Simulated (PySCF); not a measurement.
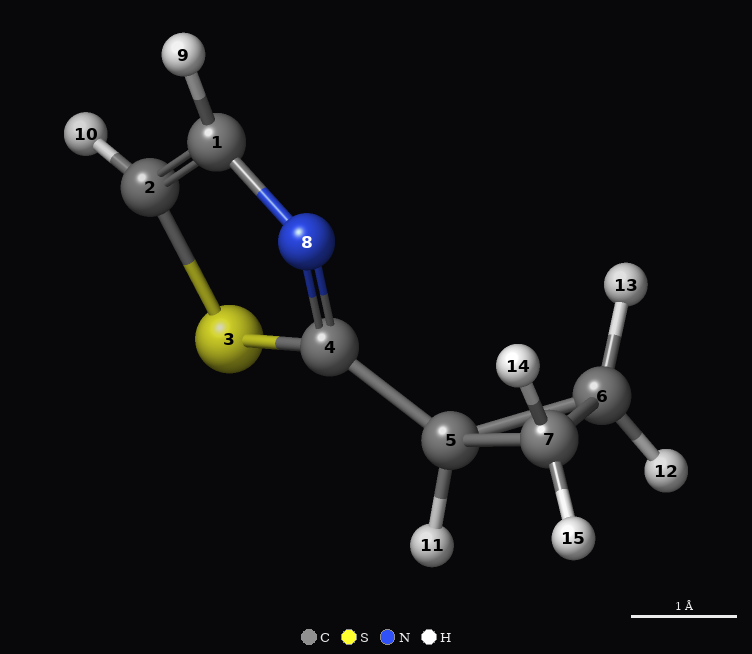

The atoms are numbered. Geometry: a frame of a GFN2-xTB molecular-dynamics simulation, not a minimum.

Q: Describe the coordination of atom 3.

A: S3 has 2 neighbours (C2 at 1.78, C4 at 1.75 Å); the arrangement is bent.

Q: Describe the coordination of atom 4.

A: C4 has 3 neighbours (S3 at 1.75, C5 at 1.47, N8 at 1.31 Å); the arrangement is trigonal planar.

Q: What is the geometry at N8?

A: N8 has 2 neighbours (C1 at 1.37, C4 at 1.31 Å); the arrangement is bent.

Q: What is the dihedral angle S3–C4–N8–C1?

A: 4° in size, that is syn (eclipsed).
